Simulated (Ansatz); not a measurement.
# FHNSi₂ (doublet): what the fields show

```json
{"atom": "F", "x (Å)": "-1.1727", "y (Å)": "-3.6497", "z (Å)": "-1.9854"}
{"atom": "N", "x (Å)": "-0.8077", "y (Å)": "-1.0641", "z (Å)": "-1.3902"}
{"atom": "Si", "x (Å)": "-1.6997", "y (Å)": "-2.5417", "z (Å)": "-0.8856"}
{"atom": "Si", "x (Å)": "-2.2599", "y (Å)": "-0.2409", "z (Å)": "-1.7737"}
{"atom": "H", "x (Å)": "0.1668", "y (Å)": "-0.8473", "z (Å)": "-1.6008"}
```

Geometry: PBE0-D3(BJ)/def2-SVP.

Computed with isolated molecule in a Gaussian basis; Kohn-Sham density functional theory, functional PBE0 in Ansatz.

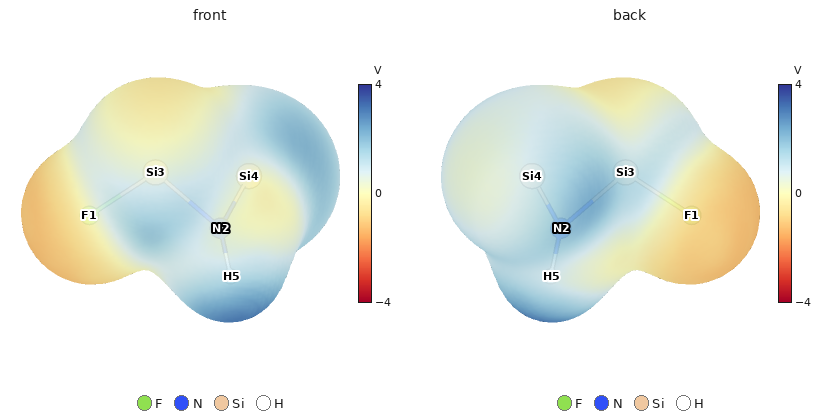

Figure 1. The electrostatic potential painted on the density surface at 0.004 e/bohr³, seen from the front and from behind; red is negative and blue positive.

Question: Where is the surface potential most negative and most positive?

Answer: The most negative region (about −1.3 V) lies over F1, the most positive (about +3.0 V) over H5.

Question: What dipole moment does the calculation give?

Answer: Its dipole moment is 2.58 D.

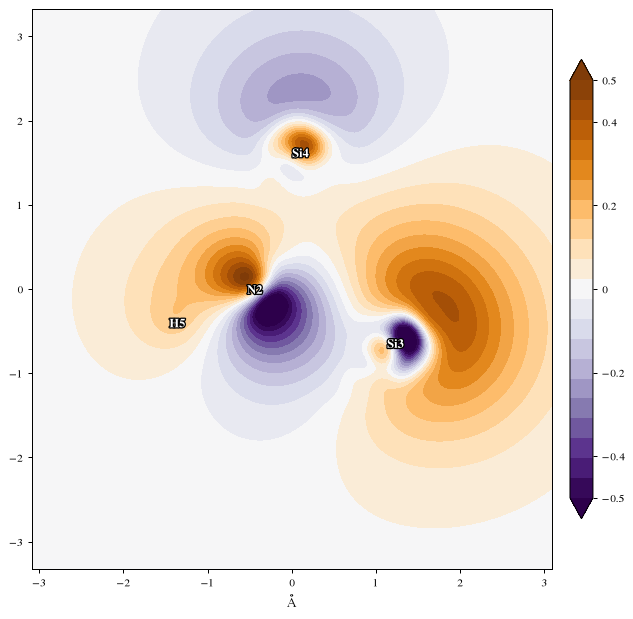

Figure 2. One frontier orbital on the plane of atoms Si3, N2 and Si4 (values in Å⁻³ᐟ²; the overall sign is arbitrary).

Question: Which orbital is it: HOMO (β) or LUMO (β)?

Answer: The HOMO (β), at −6.97 eV. By Hirshfeld shares it lies mainly on Si3 (about 55 %), Si4 (about 20 %), N2 (about 15 %) and F1 (about 5 %).

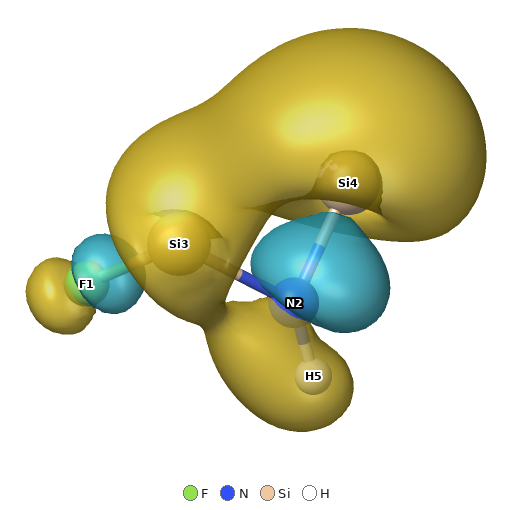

Figure 3. The HOMO−1 (β) at ±0.08 Å⁻³ᐟ² (yellow and cyan are the two phases), seen across its widest extent.

Question: What is the character of this orbital?

Answer: It lies mainly on Si4 (about 60 %), N2 (about 20 %) and Si3 (about 15 %). Its energy is −9.09 eV.
